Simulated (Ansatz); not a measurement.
# Li(110)/SiO2(001) interface (160 atoms): atom by atom

The starting structure: Bcc Li(110), 2 repeat layers, 20 surface cells, strained -0.86 and +1.53 %; rutile SiO2(001), 2 layers, 10 cells, +0.00 and +0.00 %; outer planes 2.29 Å apart, 12 Å of vacuum above; not relaxed, displaced by a Gaussian of 0.02 Å.

Calculated values (Ansatz 0.2.0, Kohn-Sham DFT, RPBE, PAW (set soft_2), plane waves; cutoff 420 eV, Γ point, gaussian smearing of 0.025 eV) for step 2 of a relaxation.

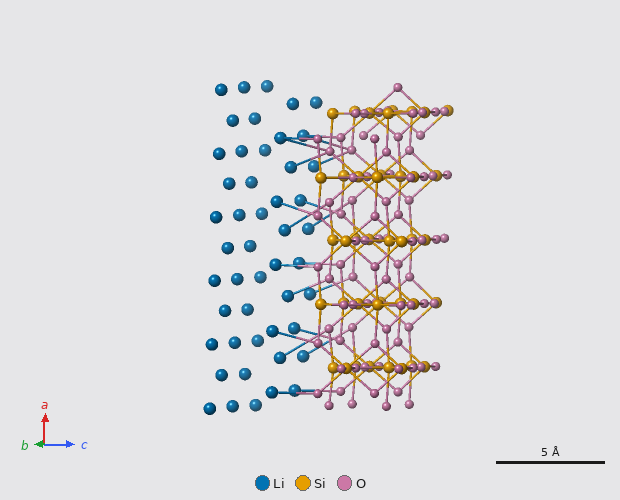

The structure (lithium blue, silicon orange, oxygen pink). Bonds to atoms that aren't drawn are left out. Some periodic images of atoms are drawn too.

Cell vectors (Å):

```
15.068 0.000 0.000
-2.318 11.590 0.000
0.000 0.000 20.763
```

Positions in Å, forces in eV/Å:

```csv
atom,x,y,z,fx,fy,fz
Li1,-0.211,8.710,5.978,-0.050,-0.002,0.019
Li2,0.864,7.317,8.446,0.365,0.227,-0.205
Li3,2.820,8.742,6.035,0.016,-0.038,0.127
Li4,3.800,7.252,8.705,0.077,0.022,1.303
Li5,5.796,8.691,6.049,-0.006,0.031,0.103
Li6,6.920,7.199,8.433,0.405,-0.199,-0.165
Li7,8.842,8.698,6.009,-0.003,0.001,0.026
Li8,9.883,7.276,8.632,0.112,0.309,0.744
Li9,11.813,8.719,6.076,0.045,-0.009,0.165
Li10,12.885,7.212,8.608,0.243,-0.272,0.838
Li11,-1.144,5.800,6.008,-0.034,0.001,0.096
Li12,-0.123,4.348,8.645,-0.074,-0.123,1.012
Li13,1.856,5.806,6.007,0.021,0.025,0.051
Li14,2.808,4.359,8.514,-0.451,0.017,0.495
Li15,4.861,5.820,6.016,-0.023,-0.006,0.140
Li16,5.896,4.340,8.635,-0.002,-0.031,0.958
Li17,7.890,5.812,6.005,0.017,-0.038,0.008
Li18,8.859,4.340,8.594,-0.318,-0.120,0.700
Li19,10.904,5.812,6.006,0.000,-0.005,0.142
Li20,11.918,4.333,8.615,-0.283,0.078,0.809
Li21,0.917,2.885,5.997,0.006,0.024,0.012
Li22,2.018,1.516,8.455,0.374,0.267,-0.299
Li23,3.963,2.894,6.008,0.029,0.001,0.114
Li24,4.974,1.425,8.658,0.118,0.052,1.309
Li25,6.963,2.908,6.027,-0.040,-0.008,0.126
Li26,8.058,1.396,8.457,0.459,-0.206,-0.414
Li27,9.978,2.871,5.975,0.033,0.044,0.049
Li28,11.003,1.452,8.638,0.138,0.379,0.759
Li29,12.982,2.924,6.036,-0.004,-0.029,0.177
Li30,14.027,1.413,8.619,0.213,-0.268,0.847
Li31,15.048,0.020,6.019,-0.006,-0.030,0.076
Li32,-1.294,10.170,8.653,-0.069,-0.102,1.012
Li33,3.017,0.028,6.011,0.008,0.008,0.053
Li34,1.603,10.149,8.573,-0.437,0.030,0.557
Li35,6.029,0.018,6.027,-0.030,0.033,0.094
Li36,4.746,10.149,8.607,-0.066,-0.011,0.979
Li37,9.028,0.012,5.989,-0.003,-0.047,0.012
Li38,7.724,10.122,8.556,-0.329,-0.090,0.666
Li39,12.030,0.002,6.024,0.016,0.040,0.140
Li40,10.731,10.153,8.622,-0.254,0.150,0.820
Si41,12.115,8.953,10.829,0.403,-0.257,1.038
Si42,9.235,8.390,12.042,-0.201,-0.543,-2.121
O43,10.390,8.594,10.695,1.163,0.334,-1.584
O44,8.066,8.151,10.672,-1.405,-0.321,-1.492
O45,9.573,6.586,12.123,0.166,1.065,-0.606
O46,8.867,10.150,12.124,0.424,-1.008,-0.908
Si47,12.128,8.947,13.454,0.277,-0.328,2.514
Si48,9.239,8.377,14.647,-0.255,-0.504,-3.186
O49,10.364,8.596,13.370,1.140,0.302,0.791
O50,8.111,8.138,13.351,-0.969,0.055,1.245
O51,9.569,6.645,14.822,-0.393,2.831,1.523
O52,8.885,10.096,14.832,0.643,-2.722,1.274
Si53,13.288,3.154,10.787,0.046,0.164,1.955
Si54,10.380,2.598,12.019,0.187,-0.437,-1.796
O55,11.523,2.815,10.645,1.662,0.188,-1.101
O56,9.238,2.354,10.669,-1.329,-0.404,-1.301
O57,10.765,0.797,12.124,-0.261,1.153,-0.901
O58,10.039,4.345,12.134,0.300,-0.681,-1.217
Si59,13.283,3.143,13.487,-0.049,0.386,1.556
Si60,10.375,2.579,14.639,0.088,-0.377,-3.483
O61,11.525,2.790,13.373,0.538,0.049,0.676
O62,9.251,2.338,13.353,-0.617,-0.134,1.037
O63,10.735,0.836,14.833,-0.513,2.919,1.357
O64,10.048,4.292,14.793,0.618,-2.866,1.857
Si65,8.644,11.272,10.814,0.325,0.077,1.230
Si66,5.759,10.719,11.993,-0.022,-0.627,-1.196
O67,6.911,10.925,10.675,1.342,0.156,-1.358
O68,4.588,10.466,10.679,-0.857,-0.314,-1.443
O69,6.106,8.917,12.136,-0.228,1.088,-0.889
O70,7.724,0.864,12.114,0.118,-0.727,-0.863
Si71,8.678,11.270,13.469,-0.521,0.059,2.051
Si72,5.755,10.688,14.628,0.051,-0.026,-3.410
O73,6.900,10.915,13.364,0.302,0.095,0.850
O74,4.605,10.470,13.366,0.050,0.025,0.798
O75,6.083,8.935,14.811,-0.557,3.449,1.764
O76,7.734,0.856,14.807,0.628,-3.447,1.739
Si77,6.346,7.814,10.842,-0.434,-0.153,2.274
Si78,3.452,7.201,12.023,-0.361,0.433,-1.743
O79,4.589,7.440,10.665,1.726,0.390,-1.445
O80,2.307,6.990,10.652,-1.984,-0.549,-1.542
O81,3.786,5.458,12.133,0.034,0.135,-1.085
O82,3.086,8.976,12.122,0.123,-0.330,-0.801
Si83,6.316,7.799,13.508,0.580,-0.572,1.153
Si84,3.454,7.188,14.642,-0.440,0.612,-3.200
O85,4.572,7.445,13.355,0.463,0.063,1.213
O86,2.300,6.972,13.371,-0.202,0.125,0.781
O87,3.788,5.487,14.829,-0.508,2.485,1.323
O88,3.076,8.950,14.855,0.823,-3.189,1.241
Si89,9.817,5.496,10.817,-0.086,-0.149,1.486
Si90,6.920,4.903,11.998,0.152,-0.262,-0.915
O91,8.066,5.143,10.691,1.714,0.095,-1.712
O92,5.782,4.659,10.658,-1.882,-0.300,-1.397
O93,7.274,3.133,12.135,-0.049,0.064,-1.179
O94,6.556,6.655,12.141,0.062,-0.255,-1.145
Si95,9.812,5.428,13.482,-0.339,1.062,1.773
Si96,6.909,4.872,14.639,0.368,0.400,-2.945
O97,8.056,5.121,13.383,0.561,0.004,0.584
O98,5.796,4.667,13.376,-1.373,-0.290,0.528
O99,7.253,3.178,14.869,-0.482,2.542,1.163
O100,6.576,6.622,14.823,0.456,-2.859,1.486
Si101,7.511,1.981,10.791,-0.728,1.034,2.383
Si102,4.590,1.419,11.998,0.321,0.120,-1.538
O103,5.752,1.656,10.701,1.167,0.263,-1.505
O104,3.441,1.203,10.678,-1.551,-0.256,-1.627
O105,2.643,11.249,12.114,-0.316,0.467,-0.694
O106,4.256,3.228,12.131,0.161,-1.567,-0.845
Si107,7.470,1.954,13.475,0.536,1.264,1.527
Si108,4.587,1.416,14.630,0.150,-0.011,-3.105
O109,5.753,1.649,13.378,-0.373,-0.018,0.690
O110,3.466,1.200,13.342,-0.416,-0.088,1.102
O111,2.629,11.261,14.811,-0.775,3.530,1.721
O112,4.237,3.133,14.861,0.540,-2.781,1.042
Si113,2.887,10.115,10.807,-0.275,-0.351,2.205
Si114,-0.034,9.536,12.008,0.162,-0.257,-1.797
O115,1.109,9.736,10.674,1.871,0.530,-1.701
O116,-1.189,9.312,10.662,-1.821,-0.367,-1.358
O117,0.320,7.721,12.107,-0.213,1.684,-0.248
O118,-0.379,11.303,12.105,0.131,-1.064,-0.331
Si119,2.862,10.143,13.504,-0.103,-1.031,0.812
Si120,-0.035,9.535,14.623,-0.066,-0.206,-2.938
O121,1.106,9.733,13.365,0.515,0.345,0.471
O122,-1.168,9.303,13.339,-0.657,-0.312,0.952
O123,0.315,7.800,14.838,-0.720,3.010,1.239
O124,-0.376,11.264,14.806,0.613,-2.869,1.323
Si125,0.534,6.598,10.857,0.112,-0.051,1.123
Si126,12.682,6.044,12.017,0.676,-0.148,-1.765
O127,-1.194,6.310,10.657,1.178,-0.001,-1.276
O128,11.558,5.825,10.668,-1.221,-0.407,-1.277
O129,13.039,4.277,12.143,0.125,0.501,-1.588
O130,12.332,7.791,12.104,0.321,-0.051,-0.556
Si131,0.551,6.634,13.484,-0.233,0.272,1.982
Si132,12.712,6.060,14.618,0.589,-0.247,-2.404
O133,-1.219,6.278,13.359,0.771,0.114,0.565
O134,11.595,5.842,13.380,-1.769,-0.496,0.344
O135,13.061,4.306,14.816,-0.615,3.027,1.508
O136,12.400,7.758,14.840,0.313,-2.278,1.046
Si137,4.022,4.311,10.801,0.610,0.480,2.173
Si138,1.128,3.752,12.018,-0.264,-0.652,-2.080
O139,2.309,3.973,10.639,1.185,0.234,-1.252
O140,-0.004,3.516,10.661,-1.566,-0.123,-1.020
O141,1.470,1.945,12.138,-0.150,1.481,-1.469
O142,0.780,5.497,12.136,0.215,-1.163,-0.962
Si143,4.016,4.300,13.490,0.436,0.549,1.608
Si144,1.128,3.726,14.616,-0.465,0.155,-2.654
O145,2.252,3.945,13.363,1.044,0.210,0.580
O146,-0.022,3.492,13.368,-0.282,0.075,0.654
O147,1.466,1.992,14.822,-0.552,3.104,1.495
O148,0.790,5.478,14.782,0.600,-3.414,1.865
Si149,1.680,0.803,10.820,0.125,0.149,1.605
Si150,13.857,0.274,12.028,0.502,-0.049,-2.394
O151,-0.043,0.498,10.666,0.933,0.213,-1.105
O152,12.730,0.025,10.655,-1.308,-0.374,-1.061
O153,11.923,10.056,12.121,-0.414,1.357,-0.677
O154,13.536,2.033,12.133,-0.217,-0.573,-1.363
Si155,1.695,0.862,13.464,0.134,-0.617,2.037
Si156,13.878,0.269,14.640,0.272,-0.515,-3.222
O157,-0.054,0.494,13.360,0.363,-0.246,0.861
O158,12.753,0.016,13.347,-0.823,-0.245,1.258
O159,11.922,10.096,14.841,-0.719,3.090,1.121
O160,13.526,1.960,14.797,0.508,-2.711,1.774
```

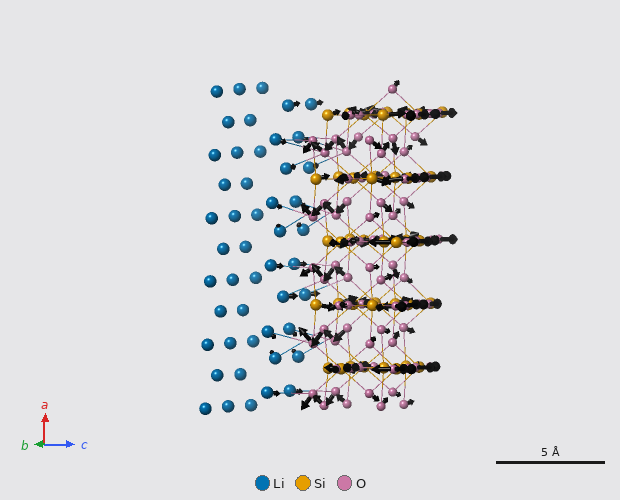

The forces as arrows, the longest 4.00 eV/Å. Bonds to atoms that aren't drawn are left out. Some periodic images of atoms are drawn too.

Only the Γ point is sampled, in a cell whose shortest periodic width is 12 Å.

The r.m.s. force component is 1.12 eV/Å; the longest force, 4.00 eV/Å, acts on O111. The energy lies 145.8 meV/atom below that of the first step of this run.

[Logs are printed without paths, hosts, clocks, repeated set-up lines and the standing remarks that a program may print on its own settings, such as how far it seeks lower states.]

[Hosts, paths, dates, database ids (printed as entryN), source tags and the programs' standing remarks are cut or masked in the printed files.]
